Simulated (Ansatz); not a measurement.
**C2H9AlSSi: one species, many methods**

Aim: compute C2H9AlSSi with functionals from several rungs and with coupled cluster, and see how far each lands from CCSD(T) at the basis-set limit for the atomisation energy.

Method: functionals in def2-TZVPP, the program's frozen cores in correlated methods; program: Ansatz 0.2.0, Gaussian basis.

The runs, in order: PBE-D4, r2SCAN-D4, PBE0-D4, B3LYP-D4, ωB97X-V, ωB97M-V, B2PLYP; CCSD(T)/def2-TZVPP; MP2/def2-QZVPP; extrapolation to the limit.

## 1. Structure used throughout

The geometry comes from an earlier relaxation with PBE0-D4 in a triple-zeta def2 set; it is a stationary point, not always the lowest conformer.

14 atoms, charge 0, spin multiplicity 1.

Atoms are counted from 1 here; the program's logs count them from 0.

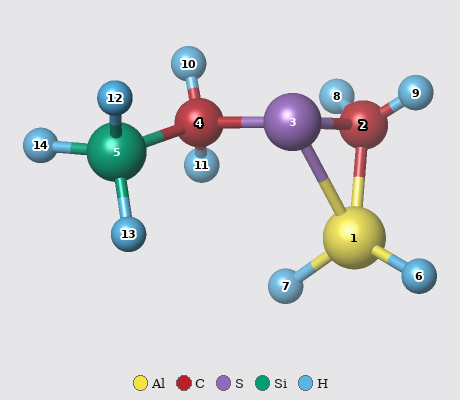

The structure; aluminium yellow, carbon red, sulfur purple, silicon teal, hydrogen blue; atoms are numbered from 1 in the order of the file.

## 2. PBE-D4 (GGA)

Input file in.yaml:

```yaml
crystal:
  periodic: [false, false, false]
  atoms:
    - {symbol: Al, position_ang: [-1.126568, 1.853921, 0.708240]}
    - {symbol: C, position_ang: [-1.559467, 0.121146, 1.524029]}
    - {symbol: S, position_ang: [0.237729, -0.102321, 1.157986]}
    - {symbol: C, position_ang: [0.189557, -0.909656, -0.450450]}
    - {symbol: Si, position_ang: [1.859559, -0.777715, -1.318336]}
    - {symbol: H, position_ang: [-0.797940, 3.072923, 1.665105]}
    - {symbol: H, position_ang: [-1.233702, 1.967884, -0.872831]}
    - {symbol: H, position_ang: [-2.120813, -0.673986, 1.037639]}
    - {symbol: H, position_ang: [-1.674380, 0.055320, 2.605587]}
    - {symbol: H, position_ang: [-0.087171, -1.957588, -0.306767]}
    - {symbol: H, position_ang: [-0.570132, -0.428949, -1.073630]}
    - {symbol: H, position_ang: [2.924014, -1.349220, -0.455095]}
    - {symbol: H, position_ang: [2.160624, 0.645884, -1.605431]}
    - {symbol: H, position_ang: [1.785792, -1.546841, -2.587346]}
basis:
  gaussian: {orbitals: def2-TZVPP}
hamiltonian: {xc: pbe, dispersion: d4}
output: {forces: true, orbitals: {seedname: orbitals}}
```

Run with:

```console
> ansatz run in.yaml --threads 4 --pin off --events-out ev --progress --plain --max-ram 10444MiB
```

What it wrote:

```text
Functional definition: PBE
  name "PBE"
  cite "Perdew, Burke & Ernzerhof, Phys. Rev. Lett. 77, 3865 (1996) doi:10.1103/PhysRevLett.77.3865"
  parent pbe
  parameter kappa = 0.804
  parameter beta = 0.06672455060314922
  exchange = pbe_x(kappa = kappa, mu = beta*pi^2/3)
  correlation = pbe_c(beta = beta)
1732 factors; their error is unknown
mean field evaluation 1: about -27500.8878 eV, gradient 8.0e1 eV
mean field evaluation 2: about -27466.2518 eV, gradient 1.3e2 eV
mean field evaluation 4: about -27515.9890 eV, gradient 9.2e0 eV
mean field evaluation 8: about -27516.1947 eV, gradient 2.8e-1 eV
mean field evaluation 16: about -27516.1597 eV, gradient 5.7e-3 eV
mean field -27516.15968006 eV, -1011.2002171191 hartree, gradient 5.4e-5 eV, S^2 0.000000; 0 other end points of the search recorded, 0 dependent functions left out
the calculation of the forces begins
reference -27516.15973664 eV, -1011.2002191984 hartree; 32, 32 occupied and 282, 282 virtual orbitals, 1732 factors
Total energy: -27516.53348286 eV, -1011.2139541189 hartree
Atom 0 at    -1.126568     1.853921     0.708240 Å, force    -0.026144     0.129899    -0.046828 eV/Å
Atom 1 at    -1.559467     0.121146     1.524029 Å, force    -0.122147     0.046245     0.012602 eV/Å
Atom 2 at     0.237729    -0.102321     1.157986 Å, force     0.275827     0.060127     0.222474 eV/Å
Atom 3 at     0.189557    -0.909656    -0.450450 Å, force     0.043535    -0.034813    -0.080580 eV/Å
Atom 4 at     1.859559    -0.777715    -1.318336 Å, force     0.037493     0.010318    -0.018058 eV/Å
Atom 5 at    -0.797940     3.072923     1.665105 Å, force     0.027984     0.077735     0.069063 eV/Å
Atom 6 at    -1.233702     1.967884    -0.872831 Å, force    -0.000499    -0.000303    -0.107415 eV/Å
Atom 7 at    -2.120813    -0.673986     1.037639 Å, force    -0.125505    -0.158531    -0.085743 eV/Å
Atom 8 at    -1.674380     0.055320     2.605587 Å, force    -0.036228    -0.016498     0.215052 eV/Å
Atom 9 at    -0.087171    -1.957588    -0.306767 Å, force    -0.060854    -0.213211     0.023531 eV/Å
Atom 10 at    -0.570132    -0.428949    -1.073630 Å, force    -0.155267     0.094104    -0.128742 eV/Å
Atom 11 at     2.924014    -1.349220    -0.455095 Å, force     0.110858    -0.057258     0.084044 eV/Å
Atom 12 at     2.160624     0.645884    -1.605431 Å, force     0.034920     0.141486    -0.030692 eV/Å
Atom 13 at     1.785792    -1.546841    -2.587346 Å, force    -0.003975    -0.079300    -0.128710 eV/Å
Dipole moment:    -0.069522    -0.492179    -0.098336 e Å
```

Wall time 3.4 s (4 threads of Intel Xeon at 2.60GHz, shared host); peak memory 0.54 GiB.

Atomisation energy: 1089.7 kcal/mol (free atoms -27469.279 eV, run apart). HOMO -5.73 eV, LUMO -1.08 eV.

## 3. r2SCAN-D4 (meta-GGA)

in.yaml, as its differences from that of step 2:

```diff
@@ -19,3 +19,3 @@
   gaussian: {orbitals: def2-TZVPP}
-hamiltonian: {xc: pbe, dispersion: d4}
+hamiltonian: {xc: r2scan, dispersion: d4}
 output: {forces: true, orbitals: {seedname: orbitals}}
```

Same command.

What it wrote:

```text
Functional definition: r2SCAN
  name "r2SCAN"
  cite "Furness, Kaplan, Ning, Perdew & Sun, J. Phys. Chem. Lett. 11, 8208 (2020) doi:10.1021/acs.jpclett.0c02405"
  cite "Furness, Kaplan, Ning, Perdew & Sun, J. Phys. Chem. Lett. 11, 9248 (2020) doi:10.1021/acs.jpclett.0c03077"
  parent r2scan
  parameter k0 = 0.174
  parameter k1 = 0.065
  parameter a1 = 4.9479
  exchange = r2scan_x(k0 = k0, k1 = k1, a1 = a1)
  correlation = r2scan_c
1732 factors; their error is unknown
mean field evaluation 1: about -27516.6334 eV, gradient 7.1e1 eV
mean field evaluation 2: about -27497.6556 eV, gradient 1.0e2 eV
mean field evaluation 4: about -27528.4081 eV, gradient 5.6e0 eV
mean field evaluation 8: about -27528.4474 eV, gradient 4.4e-1 eV
mean field evaluation 16: about -27528.4476 eV, gradient 8.6e-5 eV
mean field -27528.44763497 eV, -1011.6517911332 hartree, gradient 8.5e-5 eV, S^2 0.000000; 0 other end points of the search recorded, 0 dependent functions left out
the calculation of the forces begins
reference -27528.44765198 eV, -1011.6517917583 hartree; 32, 32 occupied and 282, 282 virtual orbitals, 1732 factors
Total energy: -27528.54037196 eV, -1011.6551991547 hartree
Atom 0 at    -1.126568     1.853921     0.708240 Å, force     0.036400     0.033877    -0.011953 eV/Å
Atom 1 at    -1.559467     0.121146     1.524029 Å, force    -0.208730     0.042851     0.047722 eV/Å
Atom 2 at     0.237729    -0.102321     1.157986 Å, force     0.157879     0.066811     0.114821 eV/Å
Atom 3 at     0.189557    -0.909656    -0.450450 Å, force     0.004855    -0.085905    -0.172137 eV/Å
Atom 4 at     1.859559    -0.777715    -1.318336 Å, force     0.054737     0.001976    -0.028597 eV/Å
Atom 5 at    -0.797940     3.072923     1.665105 Å, force    -0.012858    -0.020993    -0.015649 eV/Å
Atom 6 at    -1.233702     1.967884    -0.872831 Å, force    -0.002841     0.004635     0.029151 eV/Å
Atom 7 at    -2.120813    -0.673986     1.037639 Å, force     0.018889    -0.014090     0.021447 eV/Å
Atom 8 at    -1.674380     0.055320     2.605587 Å, force    -0.001675    -0.016051    -0.013405 eV/Å
Atom 9 at    -0.087171    -1.957588    -0.306767 Å, force    -0.013105     0.003229     0.002017 eV/Å
Atom 10 at    -0.570132    -0.428949    -1.073630 Å, force    -0.006967    -0.015034     0.011001 eV/Å
Atom 11 at     2.924014    -1.349220    -0.455095 Å, force    -0.024573     0.014436    -0.019564 eV/Å
Atom 12 at     2.160624     0.645884    -1.605431 Å, force    -0.004496    -0.032776     0.007434 eV/Å
Atom 13 at     1.785792    -1.546841    -2.587346 Å, force     0.002484     0.017035     0.027715 eV/Å
Dipole moment:    -0.083909    -0.495955    -0.106519 e Å
```

Wall time 5.5 s (4 threads of Intel Xeon at 2.60GHz, shared host); peak memory 0.58 GiB.

Atomisation energy: 1088.4 kcal/mol (free atoms -27481.344 eV, run apart). HOMO -5.95 eV, LUMO -0.77 eV.

## 4. PBE0-D4 (hybrid)

in.yaml, as its differences from that of step 3:

```diff
@@ -19,3 +19,3 @@
   gaussian: {orbitals: def2-TZVPP}
-hamiltonian: {xc: r2scan, dispersion: d4}
-output: {forces: true, orbitals: {seedname: orbitals}}
+hamiltonian: {xc: pbe0, dispersion: d4}
+output: {orbitals: {seedname: orbitals}}
```

Launched as before.

What it wrote:

```text
Functional definition: PBE0
  name "PBE0"
  cite "Adamo & Barone, J. Chem. Phys. 110, 6158 (1999) doi:10.1063/1.478522"
  cite "Perdew, Burke & Ernzerhof, Phys. Rev. Lett. 77, 3865 (1996) doi:10.1103/PhysRevLett.77.3865"
  parent pbe
  parameter a = 0.25
  parameter kappa = 0.804
  parameter beta = 0.06672455060314922
  exchange = (1 - a)*pbe_x(kappa = kappa, mu = beta*pi^2/3) + a*exact_x
  correlation = pbe_c(beta = beta)
1797 factors; their error is unknown
mean field evaluation 1: about -27510.7847 eV, gradient 6.0e1 eV
mean field evaluation 2: about -27504.0175 eV, gradient 7.5e1 eV
mean field evaluation 4: about -27518.9574 eV, gradient 3.0e0 eV
mean field evaluation 8: about -27518.9759 eV, gradient 2.9e-2 eV
mean field evaluation 16: about -27519.0040 eV, gradient 4.0e-5 eV
mean field -27519.00395104 eV, -1011.3047421499 hartree, gradient 4.0e-5 eV, S^2 0.000000; 0 other end points of the search recorded, 0 dependent functions left out
reference -27519.00399309 eV, -1011.3047436953 hartree; 32, 32 occupied and 282, 282 virtual orbitals, 1797 factors
Total energy: -27519.32324543 eV, -1011.3164760022 hartree
```

It took 4.1 s on 4 threads of Intel Xeon at 2.60GHz, shared host; peak memory 1.1 GiB.

With the free atoms at this level, -27472.406 eV in sum, the atomisation energy is 1081.9 kcal/mol. HOMO -6.86 eV, LUMO -0.28 eV.

## 5. B3LYP-D4 (hybrid)

B3LYP here takes the VWN-RPA correlation.

in.yaml, as its differences from that of step 4:

```diff
@@ -19,3 +19,3 @@
   gaussian: {orbitals: def2-TZVPP}
-hamiltonian: {xc: pbe0, dispersion: d4}
-output: {orbitals: {seedname: orbitals}}
+hamiltonian: {xc: {name: B3LYP}, dispersion: d4}
+output: {forces: true, orbitals: {seedname: orbitals}}
```

Launched as before.

What it wrote:

```text
Functional definition: B3LYP
  name "B3LYP"
  cite "Stephens, Devlin, Chabalowski & Frisch, J. Phys. Chem. 98, 11623 (1994) doi:10.1021/j100096a001"
  cite "Becke, Phys. Rev. A 38, 3098 (1988) doi:10.1103/PhysRevA.38.3098"
  cite "Lee, Yang & Parr, Phys. Rev. B 37, 785 (1988) doi:10.1103/PhysRevB.37.785"
  cite "Vosko, Wilk & Nusair, Can. J. Phys. 58, 1200 (1980) doi:10.1139/p80-159"
  parameter a0 = 0.2
  parameter ax = 0.72
  parameter ac = 0.81
  exchange = (1 - a0 - ax)*slater_x + ax*b88_x + a0*exact_x
  correlation = (1 - ac)*vwn_rpa_c + ac*lyp_c
1771 factors; their error is unknown
mean field evaluation 1: about -27523.4241 eV, gradient 6.8e1 eV
mean field evaluation 2: about -27511.7055 eV, gradient 9.0e1 eV
mean field evaluation 4: about -27533.8687 eV, gradient 4.1e0 eV
mean field evaluation 8: about -27533.9204 eV, gradient 3.7e-1 eV
mean field evaluation 16: about -27533.9206 eV, gradient 3.9e-5 eV
mean field -27533.92057698 eV, -1011.8529180424 hartree, gradient 3.9e-5 eV, S^2 0.000000; 0 other end points of the search recorded, 0 dependent functions left out
the calculation of the forces begins
reference -27533.92092046 eV, -1011.8529306650 hartree; 32, 32 occupied and 282, 282 virtual orbitals, 1771 factors
Total energy: -27534.52562264 eV, -1011.8751530602 hartree
Atom 0 at    -1.126568     1.853921     0.708240 Å, force    -0.064597     0.200705    -0.060421 eV/Å
Atom 1 at    -1.559467     0.121146     1.524029 Å, force    -0.302924    -0.021684     0.115140 eV/Å
Atom 2 at     0.237729    -0.102321     1.157986 Å, force     0.330183    -0.009054     0.231795 eV/Å
Atom 3 at     0.189557    -0.909656    -0.450450 Å, force    -0.072764    -0.146587    -0.254273 eV/Å
Atom 4 at     1.859559    -0.777715    -1.318336 Å, force     0.139603    -0.006701    -0.106427 eV/Å
Atom 5 at    -0.797940     3.072923     1.665105 Å, force    -0.024929    -0.076492    -0.071048 eV/Å
Atom 6 at    -1.233702     1.967884    -0.872831 Å, force     0.003416     0.009412     0.117874 eV/Å
Atom 7 at    -2.120813    -0.673986     1.037639 Å, force     0.022327     0.062400     0.053594 eV/Å
Atom 8 at    -1.674380     0.055320     2.605587 Å, force    -0.018794    -0.000248    -0.080038 eV/Å
Atom 9 at    -0.087171    -1.957588    -0.306767 Å, force     0.001116     0.070849    -0.024636 eV/Å
Atom 10 at    -0.570132    -0.428949    -1.073630 Å, force     0.055039    -0.075396     0.041938 eV/Å
Atom 11 at     2.924014    -1.349220    -0.455095 Å, force    -0.066654     0.040139    -0.058713 eV/Å
Atom 12 at     2.160624     0.645884    -1.605431 Å, force    -0.014433    -0.098616     0.018725 eV/Å
Atom 13 at     1.785792    -1.546841    -2.587346 Å, force     0.013410     0.051274     0.076491 eV/Å
Dipole moment:    -0.077304    -0.473052    -0.104967 e Å
```

It took 6.5 s on 4 threads of Intel Xeon at 2.60GHz, shared host; peak memory 1.2 GiB.

Atomisation energy: 1082.3 kcal/mol (free atoms -27487.594 eV, run apart). HOMO -6.65 eV, LUMO -0.49 eV.

## 6. ωB97X-V (range-separated)

in.yaml, as its differences from that of step 5:

```diff
@@ -19,3 +19,3 @@
   gaussian: {orbitals: def2-TZVPP}
-hamiltonian: {xc: {name: B3LYP}, dispersion: d4}
-output: {forces: true, orbitals: {seedname: orbitals}}
+hamiltonian: {xc: {name: wB97X-V}}
+output: {orbitals: {seedname: orbitals}}
```

Same command.

What it wrote:

```text
Functional definition: wB97X-V
  name "wB97X-V"
  cite "Mardirossian & Head-Gordon, Phys. Chem. Chem. Phys. 16, 9904 (2014) doi:10.1039/C3CP54374A"
  cite "Becke, J. Chem. Phys. 107, 8554 (1997) doi:10.1063/1.475007"
  cite "Vydrov & Van Voorhis, J. Chem. Phys. 133, 244103 (2010) doi:10.1063/1.3521275"
  parameter omega = 0.3/bohr
  parameter cx = 0.167
  parameter cx1 = 0.603
  parameter cx2 = 1.194
  parameter css0 = 0.556
  parameter css1 = -0.257
  parameter cos0 = 1.219
  parameter cos1 = -1.850
  parameter b = 6.0
  parameter c = 0.01
  exchange = spin_sum(e_x_unif_sr(omega)*poly(b97_u_x, 1 - cx, cx1, cx2)) + cx*exact_x_sr(omega) + exact_x_lr(omega)
  correlation = spin_sum(e_c_pw_same_spin*poly(b97_u_same, css0, css1))
      + integral(e_c_pw_opposite_spin*poly(b97_u_opposite, cos0, cos1)) + vv10(b, c)
1761 factors; their error is unknown
427 factors; integrals over basis functions are off by at most 1.1e-5 eV
mean field evaluation 1: about -27523.8796 eV, gradient 3.9e1 eV
mean field evaluation 2: about -27525.3838 eV, gradient 3.0e1 eV
mean field evaluation 4: about -27527.5466 eV, gradient 1.1e0 eV
mean field evaluation 8: about -27527.5587 eV, gradient 2.1e-2 eV
mean field evaluation 16: about -27527.5645 eV, gradient 7.9e-5 eV
mean field -27527.56452667 eV, -1011.6193375018 hartree, gradient 3.1e-5 eV, S^2 0.000000; 0 other end points of the search recorded, 0 dependent functions left out
reference -27527.56452393 eV, -1011.6193374011 hartree; 32, 32 occupied and 282, 282 virtual orbitals, 1761 factors
Total energy: -27527.56452393 eV, -1011.6193374011 hartree
```

It took 10 s on 4 threads of Intel Xeon at 2.60GHz, shared host; peak memory 1.3 GiB.

Atomisation energy: 1091.2 kcal/mol (free atoms -27480.245 eV, run apart). HOMO -9.16 eV, LUMO 1.57 eV.

## 7. ωB97M-V (range-separated)

in.yaml, as its differences from that of step 6:

```diff
@@ -19,3 +19,3 @@
   gaussian: {orbitals: def2-TZVPP}
-hamiltonian: {xc: {name: wB97X-V}}
-output: {orbitals: {seedname: orbitals}}
+hamiltonian: {xc: {name: wB97M-V}}
+output: {forces: true, orbitals: {seedname: orbitals}}
```

The command is unchanged.

What it wrote:

```text
Functional definition: wB97M-V
  name "wB97M-V"
  cite "Mardirossian & Head-Gordon, J. Chem. Phys. 144, 214110 (2016) doi:10.1063/1.4952647"
  cite "Becke, J. Chem. Phys. 107, 8554 (1997) doi:10.1063/1.475007"
  cite "Vydrov & Van Voorhis, J. Chem. Phys. 133, 244103 (2010) doi:10.1063/1.3521275"
  # Of w^i u^j: cxij and so on, Table III.
  parameter omega = 0.3/bohr
  parameter cx = 0.15
  parameter cx01 = 1.007
  parameter cx10 = 0.259
  parameter css00 = 0.443
  parameter css04 = -1.437
  parameter css10 = -4.535
  parameter css20 = -3.390
  parameter css43 = 4.278
  parameter cos00 = 1.000
  parameter cos10 = 1.358
  parameter cos20 = 2.924
  parameter cos21 = -8.812
  parameter cos60 = -1.390
  parameter cos61 = 9.142
  parameter b = 6.0
  parameter c = 0.01
  gx(w, u) = 1 - cx + cx01*u + cx10*w
  gss(w, u) = css00 + css04*u^4 + css10*w + css20*w^2 + css43*w^4*u^3
  gos(w, u) = cos00 + cos10*w + (cos20 + cos21*u)*w^2 + (cos60 + cos61*u)*w^6
  exchange = spin_sum(e_x_unif_sr(omega)*gx(b97_w, b97_u_x)) + cx*exact_x_sr(omega) + exact_x_lr(omega)
  correlation = spin_sum(e_c_pw_mod_same_spin*gss(b97_w, b97_u_same))
      + integral(e_c_pw_mod_opposite_spin*gos(b97_w_opposite, b97_u_opposite)) + vv10(b, c)
1745 factors; their error is unknown
427 factors; integrals over basis functions are off by at most 1.1e-5 eV
mean field evaluation 1: about -27524.6550 eV, gradient 4.3e1 eV
mean field evaluation 2: about -27525.9645 eV, gradient 3.5e1 eV
mean field evaluation 4: about -27528.8158 eV, gradient 1.1e0 eV
mean field evaluation 8: about -27528.8278 eV, gradient 2.2e-2 eV
mean field evaluation 16: about -27528.8287 eV, gradient 5.3e-5 eV
mean field -27528.82865218 eV, -1011.6657932575 hartree, gradient 5.3e-5 eV, S^2 0.000000; 0 other end points of the search recorded, 0 dependent functions left out
the calculation of the forces begins
reference -27528.82871863 eV, -1011.6657956994 hartree; 32, 32 occupied and 282, 282 virtual orbitals, 1745 factors
Total energy: -27528.82871863 eV, -1011.6657956994 hartree
Atom 0 at    -1.126568     1.853921     0.708240 Å, force    -0.040039     0.157496    -0.044344 eV/Å
Atom 1 at    -1.559467     0.121146     1.524029 Å, force    -0.126534    -0.017273     0.033523 eV/Å
Atom 2 at     0.237729    -0.102321     1.157986 Å, force     0.173033    -0.018315     0.124793 eV/Å
Atom 3 at     0.189557    -0.909656    -0.450450 Å, force    -0.060867    -0.077209    -0.133392 eV/Å
Atom 4 at     1.859559    -0.777715    -1.318336 Å, force     0.103527    -0.011136    -0.085865 eV/Å
Atom 5 at    -0.797940     3.072923     1.665105 Å, force    -0.033405    -0.124976    -0.097930 eV/Å
Atom 6 at    -1.233702     1.967884    -0.872831 Å, force     0.013447    -0.012460     0.149159 eV/Å
Atom 7 at    -2.120813    -0.673986     1.037639 Å, force     0.047549     0.065231     0.037953 eV/Å
Atom 8 at    -1.674380     0.055320     2.605587 Å, force     0.003182     0.001917    -0.098354 eV/Å
Atom 9 at    -0.087171    -1.957588    -0.306767 Å, force     0.014123     0.090096    -0.023746 eV/Å
Atom 10 at    -0.570132    -0.428949    -1.073630 Å, force     0.053458    -0.057033     0.042816 eV/Å
Atom 11 at     2.924014    -1.349220    -0.455095 Å, force    -0.124245     0.068876    -0.090432 eV/Å
Atom 12 at     2.160624     0.645884    -1.605431 Å, force    -0.035868    -0.157616     0.038155 eV/Å
Atom 13 at     1.785792    -1.546841    -2.587346 Å, force     0.012638     0.092403     0.147662 eV/Å
Dipole moment:    -0.081454    -0.467432    -0.105096 e Å
```

Run time: 14 s. Hardware: 4 threads of Intel Xeon at 2.60GHz, shared host; peak memory 1.5 GiB.

Atomisation energy: 1089.0 kcal/mol (free atoms -27481.606 eV, run apart). HOMO -9.02 eV, LUMO 1.26 eV.

## 8. B2PLYP (double hybrid)

in.yaml, as its differences from that of step 7:

```diff
@@ -19,3 +19,2 @@
   gaussian: {orbitals: def2-TZVPP}
-hamiltonian: {xc: {name: wB97M-V}}
-output: {forces: true, orbitals: {seedname: orbitals}}
+hamiltonian: {xc: {name: B2PLYP}}
```

Launched as before.

What it wrote:

```text
Functional definition: B2PLYP
  name "B2PLYP"
  cite "Grimme, J. Chem. Phys. 124, 034108 (2006) doi:10.1063/1.2148954"
  cite "Becke, Phys. Rev. A 38, 3098 (1988) doi:10.1103/PhysRevA.38.3098"
  cite "Lee, Yang & Parr, Phys. Rev. B 37, 785 (1988) doi:10.1103/PhysRevB.37.785"
  parameter a = 0.53
  parameter c = 0.27
  exchange = (1 - a)*b88_x + a*exact_x
  correlation = (1 - c)*lyp_c + c*(mp2_os + mp2_ss)
1788 factors; integrals over basis functions are off by at most 1.9e-3 eV
mean field evaluation 1: about -27508.0569 eV, gradient 4.6e1 eV
mean field evaluation 2: about -27508.2373 eV, gradient 4.6e1 eV
mean field evaluation 4: about -27513.0643 eV, gradient 4.3e0 eV
mean field evaluation 8: about -27513.1120 eV, gradient 4.6e-1 eV
mean field evaluation 16: about -27513.1126 eV, gradient 1.4e-4 eV
mean field -27513.11255362 eV, -1011.0882372881 hartree, gradient 5.9e-6 eV, S^2 0.000000; 0 other end points of the search recorded, 0 dependent functions left out
17 core orbitals not correlated: weight in the atoms' cores, before any rotation towards them, 1.000 or more for the frozen orbitals, at most 0.000 for the correlated occupied ones
reference -27513.11276985 eV, -1011.0882452344 hartree; 15, 15 occupied and 282, 282 virtual orbitals, 1788 factors
second order -24.88885087 eV of doubles, -0.00000000 eV of singles
Total energy: -27519.83275959 eV, -1011.3352003022 hartree
```

It took 8 s on 4 threads of Intel Xeon at 2.60GHz, shared host; peak memory 1 GiB.

Atomisation energy: 1067.8 kcal/mol (free atoms -27473.529 eV, run apart).

## 9. Frontier levels by functional

Dipoles come from the runs that computed forces. Levels are read from the orbital files that the runs wrote:

```
functional  HOMO (eV)  LUMO (eV)  gap (eV)  dipole (D)
    PBE-D4      -5.73      -1.08      4.65        2.43
 r2SCAN-D4      -5.95      -0.77      5.18        2.47
   PBE0-D4      -6.86      -0.28      6.58            
  B3LYP-D4      -6.65      -0.49      6.16        2.36
   ωB97X-V      -9.16       1.57     10.73            
   ωB97M-V      -9.02       1.26     10.27        2.33
```

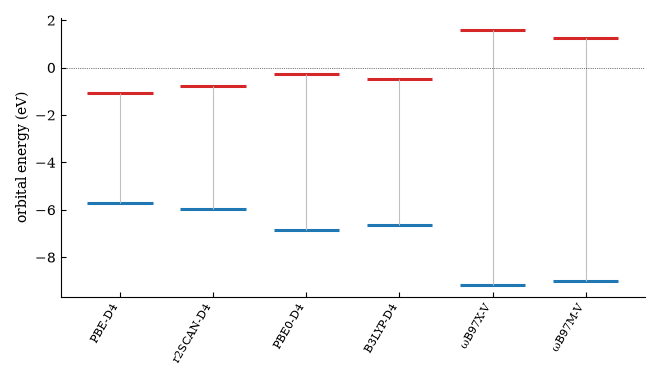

Highest occupied (blue) and lowest empty (red) level by functional.

(Part 1 of 2 ends here.)
